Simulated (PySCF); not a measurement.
# [Pm(NH2)4]−: from a template to the relaxed complex

Task: relax [Pm(NH2)4]−, compute its harmonic modes and analyse its electrons. It is a constructed species; whether it can be made isn't addressed.

Method: PBE0, Pm lcecp-1-SVP with ECP50, N def2-SVP, H def2-SVP; scalar-relativistic core potentials, no spin–orbit coupling; program: PySCF 2.14.0.

1 further run of the same task is left out (for a known fault of the program).

**1. Starting geometry**

13 atoms, charge -1, spin multiplicity 1.

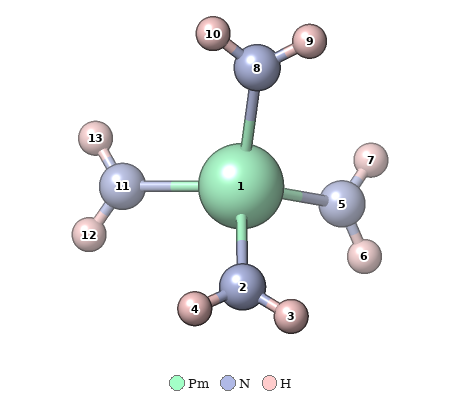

The starting geometry (promethium light green, nitrogen light blue, hydrogen pink); atoms are numbered from 1 in the order of the file.

Geometry (Å):

```
Pm    0.00000    0.00000    0.00000
N     1.33540    1.33540    1.33540
H     1.67600    1.08910    2.26290
H     1.67600    2.26290    1.08910
N    -1.33540   -1.33540    1.33540
H    -1.67600   -1.08910    2.26290
H    -1.67600   -2.26290    1.08910
N     1.33540   -1.33540   -1.33540
H     1.67600   -2.26290   -1.08910
H     1.67600   -1.08910   -2.26290
N    -1.33540    1.33540   -1.33540
H    -1.67600    2.26290   -1.08910
H    -1.67600    1.08910   -2.26290
```

Formal oxidation states: Pm +3. Each metal's 4 4f electrons lie in its core potential, so multiplicities, spins and levels count the valence alone.

**2. SCF at the start, singlet**

The input, run.py (the lines that set the calculation):

```python
mol = gto.M(atom='''
Pm     0.00000     0.00000     0.00000
N      1.33540     1.33540     1.33540
H      1.67600     1.08910     2.26290
H      1.67600     2.26290     1.08910
N     -1.33540    -1.33540     1.33540
H     -1.67600    -1.08910     2.26290
H     -1.67600    -2.26290     1.08910
N      1.33540    -1.33540    -1.33540
H      1.67600    -2.26290    -1.08910
H      1.67600    -1.08910    -2.26290
N     -1.33540     1.33540    -1.33540
H     -1.67600     2.26290    -1.08910
H     -1.67600     1.08910    -2.26290''',
    basis={'Pm': 'lcecp-1-SVP', 'N': 'def2-SVP', 'H': 'def2-SVP'},
    ecp={'Pm': 'lcecp-1-SVP'},
    charge=-1, spin=0)
mf = dft.RKS(mol, xc='PBE0')
mf.grids.atom_grid = (50, 194)  # f atoms: unpruned, at least (60, 302)
mf = mf.density_fit()  # fitting sets: Pm AutoAux, N def2-universal-JKFIT, H def2-universal-JKFIT
mf.conv_tol = 1e-08; mf.max_cycle = 55
mf.kernel(dm0)  # dm0: free metal ions and neutral atoms
```

Launch:

```bash
$ OMP_NUM_THREADS=2 python run.py
```

Output:

```text
init E= -263.855378115098
  HOMO = 0.00259103115171584  LUMO = 0.115482044400036  gap/eV = 3.07192
cycle= 1 E= -257.428196931768  delta_E= 6.43  |g|= 0.921  |ddm|= 3.77
  HOMO = -0.121694403868566  LUMO = 0.131355409401259  gap/eV = 6.88584
cycle= 2 E= -257.281151243361  delta_E= 0.147  |g|= 1.22  |ddm|=  1.7
  HOMO = -0.0197713111120719  LUMO = 0.141214527479502  gap/eV = 4.38065
cycle= 3 E= -257.619077903375  delta_E= -0.338  |g|= 0.123  |ddm|= 1.08
  HOMO = -0.0356885758926624  LUMO = 0.135912608022711  gap/eV = 4.66951
cycle= 4 E= -257.622675960458  delta_E= -0.0036  |g|= 0.0229  |ddm|= 0.215
  HOMO = -0.034098828504574  LUMO = 0.136665229694529  gap/eV = 4.64673
cycle= 5 E= -257.622848762407  delta_E= -0.000173  |g|= 0.00203  |ddm|= 0.0497
  HOMO = -0.0342637676972263  LUMO = 0.136607396003882  gap/eV = 4.64964
cycle= 6 E= -257.622850199989  delta_E= -1.44e-06  |g|= 0.000258  |ddm|= 0.00539
  HOMO = -0.0342470295076937  LUMO = 0.136617682991282  gap/eV = 4.64947
cycle= 7 E= -257.622850219684  delta_E= -1.97e-08  |g|= 7.09e-05  |ddm|= 0.000422
  HOMO = -0.0342450991140479  LUMO = 0.136617889109754  gap/eV = 4.64942
cycle= 8 E= -257.622850221221  delta_E= -1.54e-09  |g|= 3.13e-06  |ddm|= 0.000116
  HOMO = -0.0342445054654448  LUMO = 0.136618114223889  gap/eV = 4.64941
Extra cycle  E= -257.622850221225  delta_E= -3.18e-12  |g|= 3.06e-06  |ddm|= 7.39e-06
converged SCF energy = -257.622850221225
```

Run time: 5.2 s. Hardware: 2 threads of Arm Neoverse V2, shared host; peak memory 0.81 GiB.

Result: E = -257.622850 Eh, HOMO -0.93 eV, LUMO 3.72 eV, Mulliken charge on Pm1 +0.72 e. 

**3. Relaxation, singlet**

Steps are kept in the start's point group, D2d.

run.py (the lines that set the calculation): that of step 2 with these lines changed.

```diff
@@ -21,2 +21,3 @@
 mf.conv_tol = 1e-08; mf.max_cycle = 55
-mf.kernel(dm0)  # dm0: free metal ions and neutral atoms
+mf.kernel(dm0)  # dm0: an SCF of this state at this start
+# quasi-Newton relaxation in Cartesian coordinates to a largest gradient under 0.00045 Eh/bohr, steps kept in the point group
```

Launch:

```bash
$ OMP_NUM_THREADS=2 python run.py
```

The driver keeps no SCF log for this step, only its results.

It took 77 s on 2 threads of Arm Neoverse V2, shared host.

Step by step:

```
step  energy from step 1 (eV)  largest force component (eV/Å)
   1                   0.0000                          0.3919
   2                  -0.0785                          0.1128
   3                  -0.0899                          0.3140
   4                  -0.1011                          0.1033
   5                  -0.1046                          0.0553
   6                  -0.1112                          0.0328
   7                  -0.1156                          0.0427
   8                  -0.1203                          0.0420
   9                  -0.1230                          0.0230
  10                  -0.1235                          0.0126
  11                  -0.1235                          0.0049
```

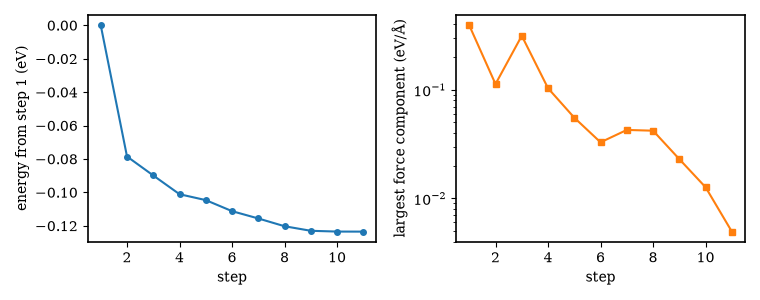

Energy and force, step by step.

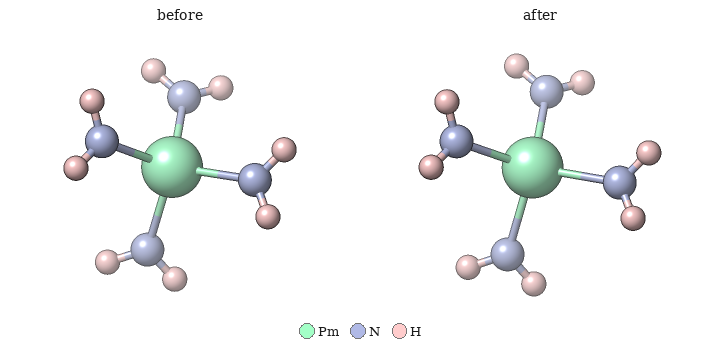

The geometry before (left) and after (right).

Close pairs (by a distance rule), those that changed most:

```
   bond  before (Å)  after (Å)  change (Å)
 Pm1–N2       2.313      2.327      +0.014
 Pm1–N5       2.313      2.327      +0.014
 Pm1–N8       2.313      2.327      +0.014
Pm1–N11       2.313      2.327      +0.014
  N2–H4       1.018      1.022      +0.003
  N5–H7       1.018      1.022      +0.003
  N8–H9       1.018      1.022      +0.003
N11–H12       1.018      1.022      +0.003
```

It ends in D2d at E = -257.627388 Eh.

```
atom     x (Å)     y (Å)     z (Å)
 Pm1   0.00000   0.00000   0.00000
  N2   1.16479   1.42463   1.42463
  H3   1.56354   1.18975   2.33553
  H4   1.56354   2.33553   1.18975
  N5  -1.16479  -1.42463   1.42463
  H6  -1.56354  -1.18975   2.33553
  H7  -1.56354  -2.33553   1.18975
  N8   1.16479  -1.42463  -1.42463
  H9   1.56354  -2.33553  -1.18975
 H10   1.56354  -1.18975  -2.33553
 N11  -1.16479   1.42463  -1.42463
 H12  -1.56354   2.33553  -1.18975
 H13  -1.56354   1.18975  -2.33553
```

**4. Harmonic vibrations**

The input, run.py (the lines that set the calculation):

```python
mol = gto.M(atom='''
Pm     0.00000     0.00000     0.00000
N      1.16479     1.42463     1.42463
H      1.56354     1.18975     2.33553
H      1.56354     2.33553     1.18975
N     -1.16479    -1.42463     1.42463
H     -1.56354    -1.18975     2.33553
H     -1.56354    -2.33553     1.18975
N      1.16479    -1.42463    -1.42463
H      1.56354    -2.33553    -1.18975
H      1.56354    -1.18975    -2.33553
N     -1.16479     1.42463    -1.42463
H     -1.56354     2.33553    -1.18975
H     -1.56354     1.18975    -2.33553''',
    basis={'Pm': 'lcecp-1-SVP', 'N': 'def2-SVP', 'H': 'def2-SVP'},
    ecp={'Pm': 'lcecp-1-SVP'},
    charge=-1, spin=0)
mf = dft.RKS(mol, xc='PBE0')
mf.grids.atom_grid = (50, 194)  # f atoms: unpruned, at least (60, 302)
mf = mf.density_fit()  # fitting sets: Pm AutoAux, N def2-universal-JKFIT, H def2-universal-JKFIT
mf.conv_tol = 1e-10; mf.max_cycle = 55
mf.kernel(dm0)  # dm0: the density of the relaxed state
# Hessian and dipole derivatives by central differences of gradients, 0.02 bohr
```

Launch:

```bash
$ OMP_NUM_THREADS=2 python run.py
```

The driver keeps no SCF log for this step, only its results.

It took 94 s on 2 threads of Arm Neoverse V2, shared host.

Point group D2d; negative numbers are unstable modes, and those under 60 cm⁻¹ are near the numerical noise:

| cm⁻¹ | km/mol | symmetry |
| --- | --- | --- |
| -140 | 0.0 | a2 |
| 33 | 16.5 | e |
| 33 | 16.5 | e |
| 86 | 0.2 | b2 |
| 86 | 0.0 | b1 |
| 97 | 0.0 | a1 |
| 114 | 1.4 | e |
| 114 | 1.4 | e |
| 205 | 0.0 | b1 |
| 264 | 0.0 | a2 |
| 309 | 40.4 | e |
| 309 | 40.4 | e |
| 335 | 142.6 | e |
| 335 | 142.6 | e |
| 350 | 0.0 | b1 |
| 356 | 0.0 | a1 |
| 357 | 259.2 | b2 |
| 439 | 209.8 | e |
| 439 | 209.8 | e |
| 446 | 176.0 | b2 |
| 468 | 0.0 | a1 |
| 1510 | 21.2 | b2 |
| 1511 | 5.4 | e |
| 1511 | 5.4 | e |
| 1516 | 0.0 | a1 |
| 3504 | 11.5 | b2 |
| 3504 | 13.4 | e |
| 3504 | 13.4 | e |
| 3505 | 0.0 | a1 |
| 3590 | 0.0 | a2 |
| 3591 | 11.5 | e |
| 3591 | 11.5 | e |
| 3591 | 0.0 | b1 |

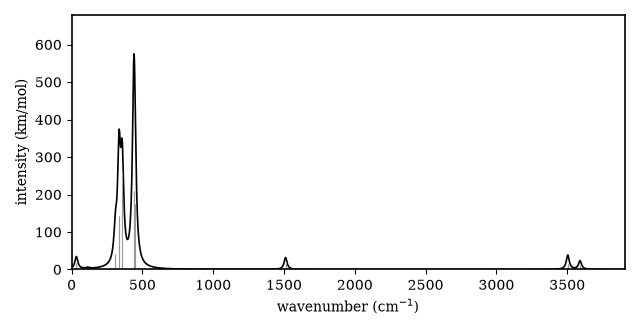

The infrared spectrum from the harmonic lines. Lines are broadened to a width of 25 cm⁻¹ (Lorentzian).

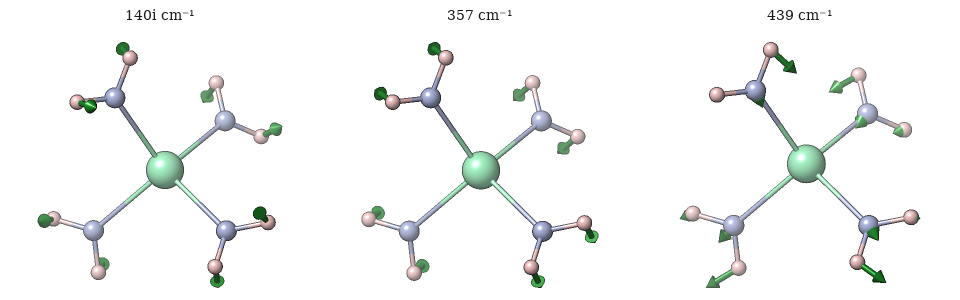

How the atoms move in 3 of the modes.

**5. Displaced along the imaginary mode**

Steps are kept in the start's point group, S4.

The input, run.py (the lines that set the calculation):

```python
mol = gto.M(atom='''
Pm     0.00000     0.00000     0.00000
N      1.16479     1.42448     1.42477
H      1.78176     1.13539     2.22634
H      1.34531     2.44472     1.24411
N     -1.16479    -1.42477     1.42448
H     -1.34531    -1.24411     2.44472
H     -1.78176    -2.22634     1.13539
N      1.16479    -1.42448    -1.42477
H      1.34531    -2.44472    -1.24411
H      1.78176    -1.13539    -2.22634
N     -1.16479     1.42477    -1.42448
H     -1.78176     2.22634    -1.13539
H     -1.34531     1.24411    -2.44472''',
    basis={'Pm': 'lcecp-1-SVP', 'N': 'def2-SVP', 'H': 'def2-SVP'},
    ecp={'Pm': 'lcecp-1-SVP'},
    charge=-1, spin=0)
mf = dft.RKS(mol, xc='PBE0')
mf.grids.atom_grid = (50, 194)  # f atoms: unpruned, at least (60, 302)
mf = mf.density_fit()  # fitting sets: Pm AutoAux, N def2-universal-JKFIT, H def2-universal-JKFIT
mf.conv_tol = 1e-08; mf.max_cycle = 55
mf.kernel(dm0)  # dm0: an SCF of this state at this start
# quasi-Newton relaxation in Cartesian coordinates to a largest gradient under 0.00045 Eh/bohr, steps kept in the point group
```

Launch:

```bash
$ OMP_NUM_THREADS=2 python run.py
```

The driver keeps no SCF log for this step, only its results.

Wall time 3.2 min (2 threads of Arm Neoverse V2, shared host).

Along the way:

```csv
step,energy from step 1 (eV),largest force component (eV/Å)
1,0.0000,1.1928
2,-0.1723,0.0785
3,-0.1752,0.0406
4,-0.1800,0.2286
5,-0.1841,0.1135
6,-0.1973,0.2115
7,-0.2124,0.1704
8,-0.2177,0.1091
9,-0.2203,0.0759
10,-0.2237,0.0675
11,-0.2281,0.0630
12,-0.2326,0.1099
13,-0.2368,0.1687
14,-0.2402,0.1122
15,-0.2429,0.0666
16,-0.2441,0.1002
17,-0.2457,0.0428
18,-0.2462,0.0414
19,-0.2475,0.0440
20,-0.2474,0.0942
21,-0.2484,0.0690
22,-0.2489,0.0787
23,-0.2500,0.0403
24,-0.2502,0.0182
25,-0.2503,0.0043
```

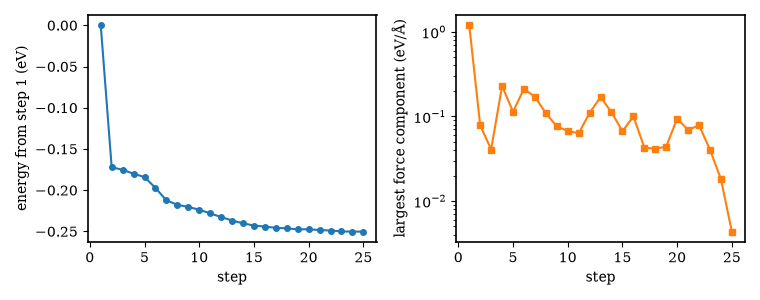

Energy and largest force along the relaxation.

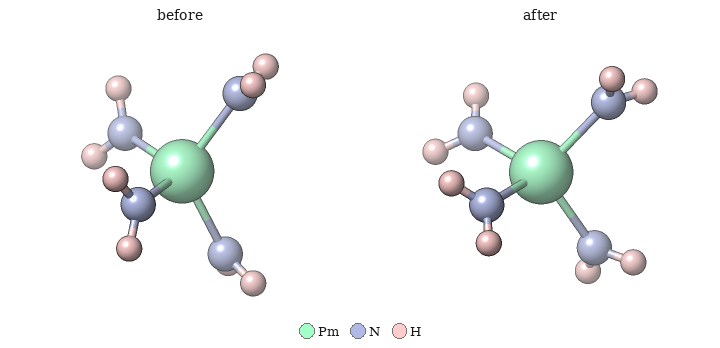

The geometry before (left) and after (right).

Close pairs (by a distance rule), those that changed most:

```csv
bond,before (Å),after (Å),change (Å)
N5–H6,1.052,1.021,-0.031
N11–H13,1.052,1.021,-0.031
N2–H4,1.052,1.021,-0.031
N8–H9,1.052,1.021,-0.031
N5–H7,1.052,1.022,-0.030
N11–H12,1.052,1.022,-0.030
N2–H3,1.052,1.022,-0.030
N8–H10,1.052,1.022,-0.030
```

It ends in S4 at E = -257.630703 Eh.

```
atom    x (Å)    y (Å)    z (Å)
 Pm1  -0.0001   0.0000   0.0000
  N2   1.3895   1.3663   1.2612
  H3   2.2538   1.0414   1.6996
  H4   1.3556   2.3696   1.4456
  N5  -1.3896  -1.2611   1.3663
  H6  -1.3559  -1.4455   2.3695
  H7  -2.2534  -1.7002   1.0413
  N8   1.3895  -1.3663  -1.2612
  H9   1.3556  -2.3696  -1.4456
 H10   2.2538  -1.0414  -1.6996
 N11  -1.3896   1.2611  -1.3663
 H12  -2.2534   1.7002  -1.0413
 H13  -1.3559   1.4455  -2.3695
```

**6. Properties on a finer grid**

The input, run.py (the lines that set the calculation):

```python
mol = gto.M(atom='''
Pm    -0.00007     0.00000     0.00000
N      1.38946     1.36628     1.26117
H      2.25385     1.04145     1.69958
H      1.35564     2.36960     1.44562
N     -1.38962    -1.26111     1.36633
H     -1.35589    -1.44548     2.36953
H     -2.25340    -1.70018     1.04134
N      1.38946    -1.36628    -1.26117
H      1.35564    -2.36960    -1.44562
H      2.25385    -1.04145    -1.69958
N     -1.38962     1.26111    -1.36633
H     -2.25340     1.70018    -1.04134
H     -1.35589     1.44548    -2.36953''',
    basis={'Pm': 'lcecp-1-SVP', 'N': 'def2-SVP', 'H': 'def2-SVP'},
    ecp={'Pm': 'lcecp-1-SVP'},
    charge=-1, spin=0)
mf = dft.RKS(mol, xc='PBE0')
mf.grids.atom_grid = (75, 302)  # f atoms: unpruned, at least (60, 302)
mf = mf.density_fit()  # fitting sets: Pm AutoAux, N def2-universal-JKFIT, H def2-universal-JKFIT
mf.conv_tol = 1e-09; mf.max_cycle = 55
mf.kernel(dm0)  # dm0: the density of the relaxed state
```

Launch:

```bash
$ OMP_NUM_THREADS=2 python run.py
```

Output:

```text
init E= -257.630721549385
  HOMO = -0.0411149532483771  LUMO = 0.13696879588402  gap/eV = 4.84591
cycle= 1 E= -257.630721551396  delta_E= -2.01e-09  |g|= 3.74e-05  |ddm|= 0.00024
  HOMO = -0.0411114098797268  LUMO = 0.136967996758163  gap/eV = 4.84579
cycle= 2 E= -257.630721550856  delta_E= 5.4e-10  |g|= 6.2e-05  |ddm|= 9.28e-05
  HOMO = -0.0411140654853026  LUMO = 0.136968229289387  gap/eV = 4.84587
cycle= 3 E= -257.630721551756  delta_E= -8.99e-10  |g|= 1.85e-06  |ddm|= 5.48e-05
  HOMO = -0.0411137259645677  LUMO = 0.136968168256644  gap/eV = 4.84586
Extra cycle  E= -257.630721551755  delta_E= 6.82e-13  |g|= 2.38e-06  |ddm|= 5.59e-06
converged SCF energy = -257.630721551755
```

Run time: 38 s. Hardware: 2 threads of Arm Neoverse V2, shared host.

It gives: E = -257.630722 Eh, HOMO -1.12 eV, LUMO 3.73 eV, Mulliken charge on Pm1 +0.68 e, largest force component 0.004 eV/Å. 

Löwdin charges:

Pm1 0.21; N2 -0.37; H3 0.04; H4 0.03; N5 -0.37; H6 0.03; H7 0.04; N8 -0.37; H9 0.03; H10 0.04; N11 -0.37; H12 0.04; H13 0.03

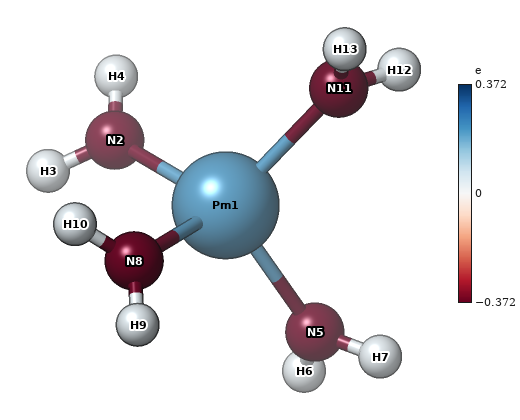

Löwdin charges, as colours on the atoms.

Mulliken charges: Pm1 +0.68, N2 -0.56, H3 +0.07, H4 +0.07, N5 -0.56, H6 +0.07, H7 +0.07, N8 -0.56, H9 +0.07, H10 +0.07, N11 -0.56, H12 +0.07, H13 +0.07 e.

Contacts (the nearest donor of each ligand) and Mayer bond orders:

| contact | distance (Å) | bond order |
| --- | --- | --- |
| Pm1–N2 (NH2) | 2.321 | 0.95 |
| Pm1–N5 (NH2) | 2.321 | 0.95 |
| Pm1–N8 (NH2) | 2.321 | 0.95 |
| Pm1–N11 (NH2) | 2.321 | 0.95 |

Mulliken populations of Pm1 outside the core potential: s 2.26, p 6.46, d 1.54, f 0.07.

Orbitals, density, ELF and potential are computed afterwards from the orbital file.

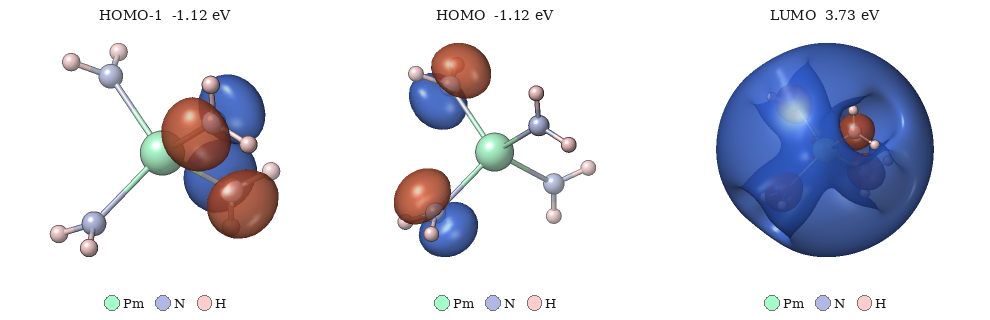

Frontier orbitals at PBE0; each surface holds 70 % of the orbital's density, blue and red mark the sign.

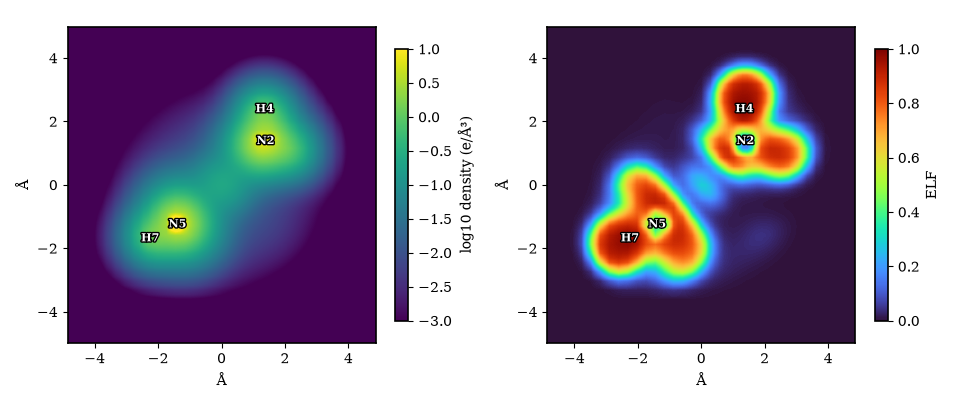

Density (left) and ELF (right) in a plane through or near 4 of the atoms.

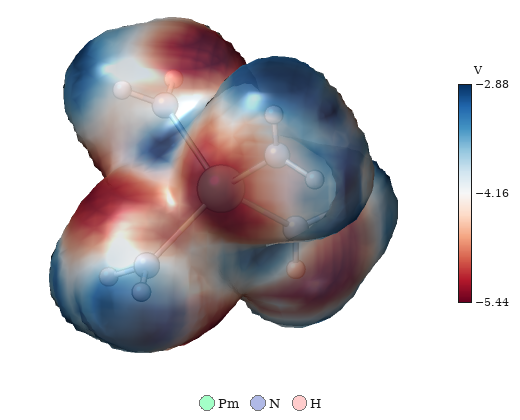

The potential that a unit positive charge feels on the 0.002 e/bohr³ surface, from -5.44 V near N2 to -2.88 V near H6.

**7. Outcome**

| quantity | value |
| --- | --- |
| state and point group | singlet in the valence, S4 |
| first geometry: modes | -140 to 3591 cm⁻¹, 1 unstable |
| first geometry: strongest infrared band (modes within 1.5 cm⁻¹ summed) | 439 cm⁻¹ (420 km/mol) |
| metal–ligand contacts | 2.32 Å |
| frontier levels | HOMO -1.12 eV, LUMO 3.73 eV |
| dipole about the centre of mass | 0.00 D |
| mean polarisability | 12.1 Å³ |

**Reading.** At the first geometry 1 mode is unstable, so this structure is a saddle point; the molecule was then pushed along the lowest one and relaxed again. The metal carries +0.21 e by Löwdin's partition against a formal +3, and bond orders to the nearest donors reach 0.95. Both measures hang on the basis. Leaving the first, D2d structure gained 0.09 eV and gave S4. No vibrations are shown for the final structure, so this session doesn't show it to be a minimum. One start shape was tried, so another isomer may lie lower. These are double-zeta-type bases without diffuse functions. Spin–orbit coupling is left out.
